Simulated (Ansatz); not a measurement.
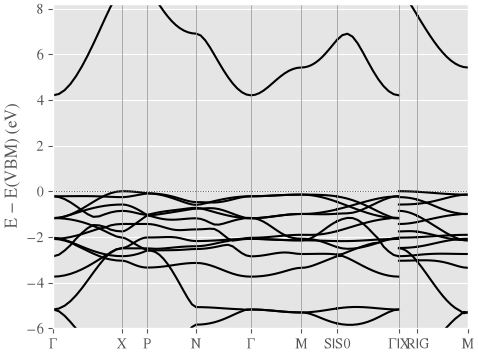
Band structure from r²SCAN (plane waves, PAW; program Ansatz)

Read off the gap and where the band edges lie.

About 4.2 eV (4.20 eV by a search for the band edges); maximum at X, minimum at Γ.

The material is SnF4 in space group I4/mmm (No. 139; Sn on 2a, F on 4e, F on 4c).

The workflow started from a Materials Project entry (that database holds measured and hypothetical structures alike); the Crystallography Open Database files this formula in space group No. 139, but the cells were not matched. Its standing as an ambient phase is unchecked. The cell was relaxed with r²SCAN under the symmetry of its start; whether a distortion lowers the energy is not shown. A crystal of weakly bound layers computed without a dispersion correction: the cell and the soft elastic constants depend strongly on that. Spin–orbit coupling is left out wherever it is not named.

Potentials: the later of the program's two PAW sets.
